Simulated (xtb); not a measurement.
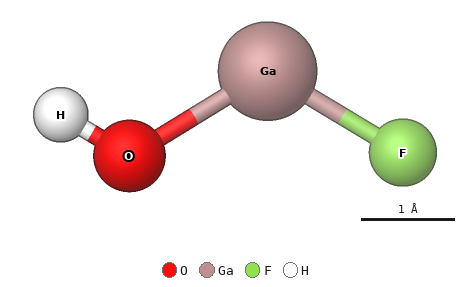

The input geometry (ball-and-stick view, seen at a tilt). Sticks mark near contacts.

Property calculation of GaHOF

System: GaHOF, multiplicity 2.
Method: GFN2-xTB, ALPB solvent dmf (xtb 6.7.1).

## Input (mol.xyz)
```
4

O     -0.92366     0.10456    -0.32769
Ga     0.79455     0.17414     0.12593
F      1.42937    -1.12944     1.02284
H     -1.23291     0.75104    -0.80824
```

## File input.inp
```
$scc
   broydamp=0.1
   guess=goedecker
$end
```

Launched with:
```bash
xtb mol.xyz --ceh --uhf 1 --alpb dmf --input input.inp --gfn 2 -v --parallel 1 | tee out.txt
```

## Output
```
* xtb version 6.7.1
$$$$$$$$$$$$$$$$$$$$$$$$$$$$$$$$$$$$$$$$$$$$$$$$$$$$$$$$$$$$$$$$$$$$$$$$
 CONSTRAINTS & SCANS: DEBUG SECTION
$$$$$$$$$$$$$$$$$$$$$$$$$$$$$$$$$$$$$$$$$$$$$$$$$$$$$$$$$$$$$$$$$$$$$$$$
   ID    Z sym.   atoms
    1    8 O      1
    2   31 Ga     2
    3    9 F      3
    4    1 H      4
$$$$$$$$$$$$$$$$$$$$$$$$$$$$$$$$$$$$$$$$$$$$$$$$$$$$$$$$$$$$$$$$$$$$$$$$

           -------------------------------------------------
          |                Calculation Setup                |
           -------------------------------------------------

          program call               : xtb mol.xyz --ceh --uhf 1 --alpb dmf --input input.inp --gfn 2 -v --parallel 1
          coordinate file            : mol.xyz
          xtbhome directory          : .
          path for xtb               : [file]
          xcontrol input file        : input.inp
          omp threads                :                     1

------------------------------------
 Calculation of CEH charges
 CEH charges written to ceh.charges
------------------------------------

           -------------------------------------------------
          |                 G F N 2 - x T B                 |
           -------------------------------------------------

      * Hamiltonian:
        H0-scaling (s, p, d)           1.850000    2.230000    2.230000
        zeta-weighting                 0.500000
      * Dispersion:
        s8                             2.700000
        a1                             0.520000
        a2                             5.000000
        s9                             5.000000
      * Repulsion:
        kExp                           1.500000    1.000000
        rExp                           1.000000
      * Coulomb:
        alpha                          2.000000
        third order                    shell-resolved
        anisotropic                    true
        a3                             3.000000
        a5                             4.000000
        cn-shift                       1.200000
        cn-exp                         4.000000
        max-rad                        5.000000

      * Solvation model:               ALPB
        Solvent                        dmf
        Parameter file                 internal GFN2-xTB/ALPB
        Dielectric constant                3.7000E+01
        Reference state                gsolv [1 M gas/solution]
        Free energy shift                  6.0086E-03 Eh       3.7705E+00 kcal/mol
        Temperature                        2.9815E+02 K
        Density                            9.5000E-01 kg/L
        Solvent mass                       7.3100E+01 g/mol
        Interaction kernel             P16
        Born radius scaling (c1)           1.8540E+00
        Born radii integrator          GBOBC
        Born offset                        0.0000E+00 a0       0.0000E+00 AA
        H-bond correction              true
        Ion screening                  false
        Surface tension                    1.0000E-05 Eh       1.5569E+01 dyn/cm
        Grid points                               230 per atom

          ...................................................
          :                      SETUP                      :
          :.................................................:
          :  # basis functions                  19          :
          :  # atomic orbitals                  18          :
          :  # shells                            8          :
          :  # electrons                        17          :
          :  max. iterations                   250          :
          :  Hamiltonian                  GFN2-xTB          :
          :  restarted?                      false          :
          :  GBSA solvation                   true          :
          :  PC potential                    false          :
          :  electronic temp.          300.0000000     K    :
          :  accuracy                    1.0000000          :
          :  -> integral cutoff          0.2500000E+02      :
          :  -> integral neglect         0.1000000E-07      :
          :  -> SCF convergence          0.1000000E-05 Eh   :
          :  -> wf. convergence          0.1000000E-03 e    :
          :  Broyden damping             0.1000000          :
          :  net charge                          0          :
          :  unpaired electrons                  1          :
          ...................................................

 iter      E             dE          RMSdq      gap      omega  full diag
   1    -10.6287397 -0.106287E+02  0.102E+01    6.60       0.0  T
   2    -10.6291300 -0.390338E-03  0.917E+00    6.62       1.0  T
   3    -10.6287601  0.369946E-03  0.150E+00    6.67       1.0  T
   4    -10.6292266 -0.466499E-03  0.496E-01    6.66       1.0  T
   5    -10.6293884 -0.161839E-03  0.218E-01    6.65       1.0  T
   6    -10.6293899 -0.141589E-05  0.190E-01    6.65       1.0  T
   7    -10.6294025 -0.126330E-04  0.246E-02    6.66       2.0  T
   8    -10.6294036 -0.114977E-05  0.153E-02    6.66       3.3  T
   9    -10.6294037 -0.680169E-07  0.119E-02    6.66       4.2  T
  10    -10.6294037 -0.822136E-08  0.154E-03    6.66      32.4  T
  11    -10.6294037  0.173229E-09  0.114E-03    6.66      43.8  T
  12    -10.6294037 -0.515531E-09  0.261E-04    6.66     191.4  T
  13    -10.6294037 -0.884626E-11  0.894E-05    6.66     559.0  T

   *** convergence criteria satisfied after 13 iterations ***

         #    Occupation            Energy/Eh            Energy/eV
      -------------------------------------------------------------
         1        2.0000           -0.8043012             -21.8861
       ...           ...                  ...                  ...
         3        2.0000           -0.5903992             -16.0656
         4        2.0000           -0.5357568             -14.5787
         5        2.0000           -0.5022771             -13.6677
         6        2.0000           -0.5021722             -13.6648
         7        2.0000           -0.4970032             -13.5241
         8        2.0000           -0.4906781             -13.3520
         9        1.0000           -0.3984164             -10.8415 (HOMO)
        10                         -0.1537668              -4.1842 (LUMO)
        11                         -0.0908192              -2.4713
        12                         -0.0430906              -1.1726
        13                          0.0017514               0.0477
        14                          0.0547199               1.4890
       ...                                ...                  ...
        18                          0.8750352              23.8109
      -------------------------------------------------------------
                  HL-Gap            0.2446495 Eh            6.6573 eV
             Fermi-level           -0.3603194 Eh           -9.8048 eV

 SCC (total)                   0 d,  0 h,  0 min,  0.003 sec
 SCC setup                      ...        0 min,  0.000 sec (  4.617%)
 Dispersion                     ...        0 min,  0.000 sec (  0.683%)
 classical contributions        ...        0 min,  0.000 sec (  0.208%)
 integral evaluation            ...        0 min,  0.000 sec ( 14.075%)
 iterations                     ...        0 min,  0.002 sec ( 56.866%)
 molecular gradient             ...        0 min,  0.001 sec ( 20.404%)
 printout                       ...        0 min,  0.000 sec (  2.728%)

         :::::::::::::::::::::::::::::::::::::::::::::::::::::
         ::                     SUMMARY                     ::
         :::::::::::::::::::::::::::::::::::::::::::::::::::::
         :: total energy             -10.579823664380 Eh    ::
         :: total w/o Gsasa/hb       -10.568047322588 Eh    ::
         :: gradient norm              0.182010731570 Eh/a0 ::
         :: HOMO-LUMO gap              6.657252589814 eV    ::
         ::.................................................::
         :: HOMO orbital eigv.       -10.841461469168 eV    ::
         :: LUMO orbital eigv.        -4.184208879354 eV    ::
         ::.................................................::
         :: SCC energy               -10.629403734574 Eh    ::
         :: -> isotropic ES            0.052863482167 Eh    ::
         :: -> anisotropic ES         -0.001268055815 Eh    ::
         :: -> anisotropic XC         -0.000694200610 Eh    ::
         :: -> dispersion             -0.001093793471 Eh    ::
         :: -> Gsolv                  -0.014676091612 Eh    ::
         ::    -> Gelec               -0.002899749821 Eh    ::
         ::    -> Gsasa               -0.012213137851 Eh    ::
         ::    -> Ghb                 -0.005571800391 Eh    ::
         ::    -> Gshift               0.006008596451 Eh    ::
         :: repulsion energy           0.049580070194 Eh    ::
         :: add. restraining           0.000000000000 Eh    ::
         :: total charge               0.000000000000 e     ::
         ::.................................................::
         :: atomisation energy         0.723724590143 Eh    ::
         :::::::::::::::::::::::::::::::::::::::::::::::::::::

           -------------------------------------------------
          |                Property Printout                |
           -------------------------------------------------

    * Orbital Energies and Occupations

         #    Occupation            Energy/Eh            Energy/eV
      -------------------------------------------------------------
         1        2.0000           -0.8043012             -21.8861
         2        2.0000           -0.7007978             -19.0697
         3        2.0000           -0.5903992             -16.0656
         4        2.0000           -0.5357568             -14.5787
         5        2.0000           -0.5022771             -13.6677
         6        2.0000           -0.5021722             -13.6648
         7        2.0000           -0.4970032             -13.5241
         8        2.0000           -0.4906781             -13.3520
         9        1.0000           -0.3984164             -10.8415 (HOMO)
        10                         -0.1537668              -4.1842 (LUMO)
        11                         -0.0908192              -2.4713
        12                         -0.0430906              -1.1726
        13                          0.0017514               0.0477
        14                          0.0547199               1.4890
        15                          0.0731993               1.9919
        16                          0.2496385               6.7930
        17                          0.7035625              19.1449
        18                          0.8750352              23.8109
      -------------------------------------------------------------
                  HL-Gap            0.2446495 Eh            6.6573 eV
             Fermi-level           -0.3603194 Eh           -9.8048 eV

     #   Z          covCN         q      C6AA      α(0)
     1   8 O        1.565    -0.480    22.536     6.405
     2  31 Ga       1.465     0.346   229.037    35.145
     3   9 F        0.694    -0.262    11.906     4.074
     4   1 H        0.825     0.396     0.489     1.097

 Mol. C6AA /au·bohr⁶  :        542.841494
 Mol. C8AA /au·bohr⁸  :      37840.981518
 Mol. α(0) /au        :         46.721155

Wiberg/Mayer (AO) data.
largest (>0.10) Wiberg bond orders for each atom

 ---------------------------------------------------------------------------
     #   Z sym  total        # sym  WBO       # sym  WBO       # sym  WBO
 ---------------------------------------------------------------------------
     1   8 O    2.188 --     2 Ga   1.274     4 H    0.812     3 F    0.101
     2  31 Ga   2.459 --     1 O    1.274     3 F    1.158
     3   9 F    1.262 --     2 Ga   1.158     1 O    0.101
     4   1 H    0.843 --     1 O    0.812
 ---------------------------------------------------------------------------

Topologies differ in total number of bonds
Writing topology from bond orders to xtbtopo.mol

molecular dipole:
                 x           y           z       tot (Debye)
 q only:       -0.272       1.140      -0.731
   full:       -0.084       1.403      -0.823       4.140
molecular quadrupole (traceless):
                xx          xy          yy          xz          yz          zz
 q only:       -0.146       0.802      -0.045      -0.528       0.460       0.191
  q+dip:        0.264       1.268      -0.219      -0.613       0.603      -0.044
   full:       -0.545       1.561      -0.140      -1.377       1.358       0.685

           -------------------------------------------------
          | TOTAL ENERGY              -10.579823664380 Eh   |
          | GRADIENT NORM               0.182010731570 Eh/α |
          | HOMO-LUMO GAP               6.657252589814 eV   |
           -------------------------------------------------

------------------------------------------------------------------------
 unit  open   action     filename
   10 false : read       input.inp
   10 false : read       mol.xyz
   10 false : read       input.inp
   10 false : read       [file]
   10 false : written    ceh.charges
   10 false : written    charges
   10 false : written    wbo
   10 false : written    xtbtopo.mol
   10 false : written    xtbrestart

------------------------------------------------------------------------
------------------------------------------------------------------------
 total:
 *  cpu-time:     0 d,  0 h,  0 min,  0.014 sec
 * ratio c/w:     1.000 speedup
 SCF:
 *  cpu-time:     0 d,  0 h,  0 min,  0.003 sec
 * ratio c/w:     1.000 speedup
```

## Standard error
```
normal termination of xtb
```

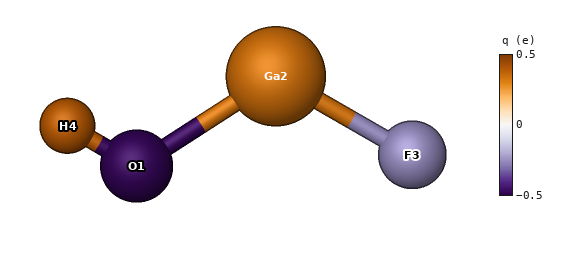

Mulliken charges, as the colour of each atom (ball-and-stick view, seen on its broad side; atoms are numbered from 1 in the order of the input). By element: O −0.48, Ga +0.35, F −0.26 and H +0.40 e.

## Results in brief

- outcome: converged
- electrons treated: 17
- total energy: −10.579824 hartree
- dispersion energy: −0.001094 hartree
- solvation energy: −0.014676 hartree
- basis functions: 19
- dipole moment: 4.14 D
- hardware: 1 thread of Intel Xeon @ 2.50GHz (Skylake/Cascade Lake), 16 GiB of memory available, shared host
- peak memory: 0.071 GiB

## Notes

Settings chosen away from the usual ones: method = gfn2-xtb; task = ceh; x = {"broyden_damping": 0.1, "guess": "goedecker"}; geo = {"rattle": 0.03}; partner = rattled; sm = ALPB; solvent = dmf.
